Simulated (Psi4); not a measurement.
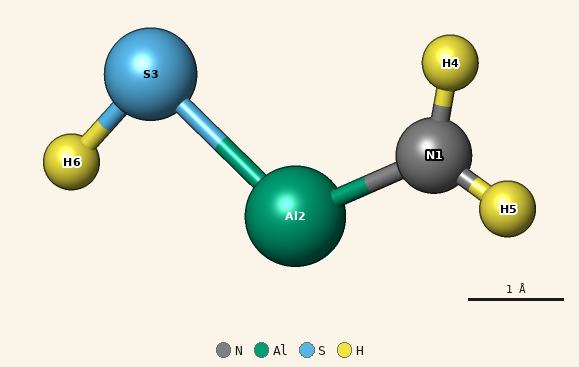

Figure 1. The structure as given in the input (ball-and-stick view, seen at a tilt; atoms are numbered from 1 in the order of the input). Sticks mark near contacts. Bond lengths as drawn: Al–N 1.77 Å, Al–S 2.21 Å, H–N 1.01 Å and H–S 1.34 Å.

**AlNH3S: property calculation (part 1 of 2)**

- system: AlNH3S, multiplicity 2, SMILES [NH2][Al][SH]
- method: SCAN/cc-pVQZ, UKS (Psi4 1.11)

The geometry comes from this level: PBE0-D4/def2-TZVP.

What the program printed:
```
Psi4 1.11 release

   => Loading Basis Set <=

    Name: CC-PVQZ
    Role: ORBITAL
    Keyword: BASIS

         ---------------------------------------------------------
                                   SCF
                              UKS Reference
                        1 Threads,   1525 MiB Core
         ---------------------------------------------------------

  ==> Geometry <==

    Molecular point group: c1
    Full point group: C1

    Geometry (in Angstrom), charge = 0, multiplicity = 2:

       Center              X                  Y                   Z               Mass
    ------------   -----------------  -----------------  -----------------  -----------------
         N           -1.362526653376     0.309664865798    -1.440993932014    14.003074004430
         AL          -0.310126653376    -0.680835134202    -0.418493932014    26.981538530000
         S            0.919073346624     0.421164865798     1.047906067986    31.972071174400
         H           -1.433726653376     1.314864865798    -1.397193932014     1.007825032230
         H           -1.976326653376    -0.055435134202    -2.150593932014     1.007825032230
         H            1.487673346624    -0.695635134202     1.529806067986     1.007825032230

  Running in c1 symmetry.

  Rotational constants: A =      0.84876  B =      0.11737  C =      0.10311 [cm^-1]
  Rotational constants: A =  25445.06789  B =   3518.67522  C =   3091.20716 [MHz]
  Nuclear repulsion =  122.153683006682357

  Charge       = 0
  Multiplicity = 2
  Electrons    = 39
  Nalpha       = 20
  Nbeta        = 19

  ==> Algorithm <==

  SCF Algorithm Type is DF.
  DIIS enabled.
  MOM disabled.
  Fractional occupation disabled.
  Guess Type is SAD.
  Energy threshold   = 1.00e-06
  Density threshold  = 1.00e-06
  Integral threshold = 1.00e-12

  ==> Primary Basis <==

  Basis Set: CC-PVQZ
    Blend: CC-PVQZ
    Number of shells: 79
    Number of basis functions: 263
    Number of Cartesian functions: 323
    Spherical Harmonics?: true
    Max angular momentum: 4

  ==> DFT Potential <==

   => LibXC <=

    Version 7.1.2

   => Composite Functional: SCAN <=

    Deriv               =              1
    GGA                 =           TRUE
    Meta                =           TRUE

    Exchange Hybrid     =          FALSE
    MP2 Hybrid          =          FALSE

   => Exchange Functionals <=

    1.0000   XC_MGGA_X_SCAN

   => Correlation Functionals <=

    1.0000   XC_MGGA_C_SCAN

   => LibXC Density Thresholds  <==

    XC_MGGA_C_SCAN:  1.00E-15
    XC_MGGA_X_SCAN:  1.00E-15

   => Molecular Quadrature <=

    Radial Scheme          =       TREUTLER
    Pruning Scheme         =           NONE
    Nuclear Scheme         =       TREUTLER

    Blocking Scheme        =         OCTREE
    BS radius alpha        =              1
    Pruning alpha          =              1
    Radial Points          =             99
    Spherical Points       =            590
    Total Points           =         336584
    Total Blocks           =           2501
    Max Points             =            256
    Max Functions          =            253
    Weights Tolerance      =       1.00E-15

   => Loading Basis Set <=

    Name: (CC-PVQZ AUX)
    Role: JKFIT
    Keyword: DF_BASIS_SCF

  ==> Integral Setup <==

  DFHelper Memory: AOs need 0.283 GiB; user supplied 0.283 GiB.
  SCF_SUBTYPE=INCORE selected. In-core MEM_DF algorithm will be used.
  Using in-core AOs.

  ==> MemDFJK: Density-Fitted J/K Matrices <==

    J tasked:                   Yes
    K tasked:                    No
    wK tasked:                   No
    Memory [MiB]:               290
    Algorithm:                 Core
    Schwarz Cutoff:           1E-12
    Mask sparsity (%):       7.8272
    Fitting Condition:        1E-10

   => Auxiliary Basis Set <=

  Basis Set: (CC-PVQZ AUX)
    Blend: CC-PVQZ-JKFIT
    Number of shells: 147
    Number of basis functions: 555
    Number of Cartesian functions: 722
    Spherical Harmonics?: true
    Max angular momentum: 5

  Cached 16.7% of DFT collocation blocks in 0.780 [GiB].

  Minimum eigenvalue in the overlap matrix is 6.9776715892E-05.
  Reciprocal condition number of the overlap matrix is 9.2612416045E-06.
    Using symmetric orthogonalization.

  ==> Pre-Iterations <==

  SCF Guess: Superposition of Atomic Densities via on-the-fly atomic UHF (no occupation information).

   -------------------------
    Irrep   Nso     Nmo
   -------------------------
     A        263     263
   -------------------------
    Total     263     263
   -------------------------

  ==> Iterations <==

                           Total Energy        Delta E     RMS |[F,P]|

   @DF-UKS iter SAD:  -696.75366966352544   -6.96754e+02   0.00000e+00
   @DF-UKS iter   1:  -696.82188546774842   -6.82158e-02   4.07048e-03 DIIS/ADIIS
   @DF-UKS iter   2:  -694.88281250283694    1.93907e+00   6.62328e-03 DIIS/ADIIS
   @DF-UKS iter   3:  -697.19738720688633   -2.31457e+00   1.48718e-03 DIIS/ADIIS
   @DF-UKS iter   4:  -697.29224426594897   -9.48571e-02   5.60392e-04 DIIS/ADIIS
   @DF-UKS iter   5:  -697.30336877084255   -1.11245e-02   1.79582e-04 DIIS/ADIIS
   @DF-UKS iter   6:  -697.30439866825213   -1.02990e-03   1.01170e-04 DIIS/ADIIS
   @DF-UKS iter   7:  -697.30488567958196   -4.87011e-04   1.40004e-05 DIIS
   @DF-UKS iter   8:  -697.30489562376249   -9.94418e-06   5.60718e-06 DIIS
   @DF-UKS iter   9:  -697.30489728811619   -1.66435e-06   2.22418e-06 DIIS
   @DF-UKS iter  10:  -697.30489757377302   -2.85657e-07   1.21547e-06 DIIS
   @DF-UKS iter  11:  -697.30489766705398   -9.32810e-08   3.18571e-07 DIIS
  Energy and wave function converged.

  ==> Post-Iterations <==

   Electrons on quadrature grid:
      Nalpha   =   19.9999998053 ; deviation = -1.947e-07
      Nbeta    =   18.9999998041 ; deviation = -1.959e-07
      Ntotal   =   38.9999996095 ; deviation = -3.905e-07

   @Spin Contamination Metric:   3.964541607E-03
   @S^2 Expected:                7.500000000E-01
   @S^2 Observed:                7.539645416E-01
   @S   Expected:                5.000000000E-01
   @S   Observed:                5.000000000E-01

    Orbital Energies [Eh]
    ---------------------

    Alpha Occupied:

       1A    -88.537932     2A    -55.757288     3A    -14.129880
       4A     -7.848827     5A     -5.794444     6A     -5.792178
       7A     -5.788480     8A     -4.081802     9A     -2.620885
      10A     -2.618839    11A     -2.614666    12A     -0.799668
      13A     -0.681272    14A     -0.451479    15A     -0.411450
      16A     -0.370442    17A     -0.307532    18A     -0.254628
      19A     -0.231656    20A     -0.188042

    Alpha Virtual:

      21A     -0.053338    22A     -0.004098    23A      0.003202
      24A      0.023993    25A      0.076028    26A      0.084341
      27A      0.094021    28A      0.100729    29A      0.118821
      30A      0.122882    31A      0.133869    32A      0.150006
      33A      0.154893    34A      0.160831    35A      0.224144
      36A      0.242633    37A      0.250503    38A      0.267434
      39A      0.274247    40A      0.314177    41A      0.337383
      42A      0.362082    43A      0.373935    44A      0.377931
      45A      0.385619    46A      0.400192    47A      0.439448
      48A      0.441872    49A      0.468012    50A      0.472907
      51A      0.490269    52A      0.491805    53A      0.511554
      54A      0.514420    55A      0.543843    56A      0.551008
      57A      0.563684    58A      0.589369    59A      0.609265
      60A      0.613439    61A      0.641118    62A      0.666051
      63A      0.701316    64A      0.716850    65A      0.722276
      66A      0.724178    67A      0.758403    68A      0.823052
      69A      0.866080    70A      0.877658    71A      0.903213
      72A      0.950298    73A      0.993222    74A      1.003662
      75A      1.038097    76A      1.049233    77A      1.063163
      78A      1.079574    79A      1.115126    80A      1.121111
      81A      1.151130    82A      1.173475    83A      1.174900
      84A      1.232134    85A      1.235263    86A      1.244985
      87A      1.270916    88A      1.281094    89A      1.322368
      90A      1.342315    91A      1.357062    92A      1.391267
      93A      1.404524    94A      1.429865    95A      1.430670
      96A      1.482217    97A      1.506226    98A      1.529492
      99A      1.569715   100A      1.576593   101A      1.598906
     102A      1.635360   103A      1.645076   104A      1.663109
     105A      1.664784   106A      1.674812   107A      1.715378
     108A      1.742044   109A      1.750423   110A      1.816303
     111A      1.828429   112A      1.860260   113A      1.890017
     114A      1.924352   115A      1.979959   116A      2.056550
     117A      2.083877   118A      2.114275   119A      2.169082
     120A      2.170963   121A      2.219672   122A      2.247915
     123A      2.248916   124A      2.269715   125A      2.305226
     126A      2.325219   127A      2.370760   128A      2.379412
     129A      2.429466   130A      2.430598   131A      2.499613
     132A      2.568524   133A      2.577253   134A      2.597342
     135A      2.675143   136A      2.695193   137A      2.747569
     138A      2.776577   139A      2.790903   140A      2.851865
     141A      2.865135   142A      2.913458   143A      2.931947
     144A      2.978040   145A      3.088688   146A      3.096844
     147A      3.119165   148A      3.132893   149A      3.170631
     150A      3.182597   151A      3.186652   152A      3.191918
     153A      3.228106   154A      3.252568   155A      3.264963
     156A      3.338473   157A      3.348393   158A      3.361171
     159A      3.384196   160A      3.402783   161A      3.463675
     162A      3.510446   163A      3.515033   164A      3.562648
     165A      3.562958   166A      3.596428   167A      3.662578
     168A      3.688921   169A      3.734023   170A      3.772351
     171A      3.857251   172A      4.016099   173A      4.022867
     174A      4.044052   175A      4.170763   176A      4.200359
     177A      4.230490   178A      4.247736   179A      4.358483
     180A      4.410648   181A      4.657949   182A      4.828467
     183A      5.417260   184A      5.952488   185A      6.007748
     186A      6.012279   187A      6.076241   188A      6.091679
     189A      6.114310   190A      6.164405   191A      6.204567
     192A      6.292365   193A      6.487484   194A      6.597472
     195A      6.618106   196A      6.644222   197A      6.757598
     198A      6.764568   199A      6.900958   200A      6.941555
     201A      7.122358   202A      7.123066   203A      7.139600
     204A      7.248736   205A      7.347295   206A      7.403613
     207A      7.518585   208A      7.553462   209A      7.659597
     210A      7.744132   211A      7.780393   212A      7.854150
     213A      7.881400   214A      7.912349   215A      8.070032
     216A      8.089746   217A      8.096329   218A      8.181984
     219A      8.245708   220A      8.254423   221A      8.277823
     222A      8.279212   223A      8.344479   224A      8.346790
     225A      8.375885   226A      8.438650   227A      8.445866
     228A      8.481556   229A      8.534480   230A      8.544485
     231A      8.704404   232A      8.727136   233A      8.781746
     234A      8.833314   235A      8.854866   236A      8.898472
     237A      8.927187   238A      8.951078   239A      9.232041
     240A      9.291593   241A      9.346054   242A      9.399697
     243A      9.450359   244A      9.537785   245A      9.762419
     246A      9.787277   247A      9.876784   248A     10.009306
     249A     10.373222   250A     10.477218   251A     10.548137
     252A     10.920047   253A     11.687529   254A     11.926157
     255A     12.045670   256A     12.130284   257A     12.144779
     258A     12.507969   259A     12.617870   260A     13.605296
     261A     14.551154   262A     18.845147   263A     32.753678

    Beta Occupied:
```
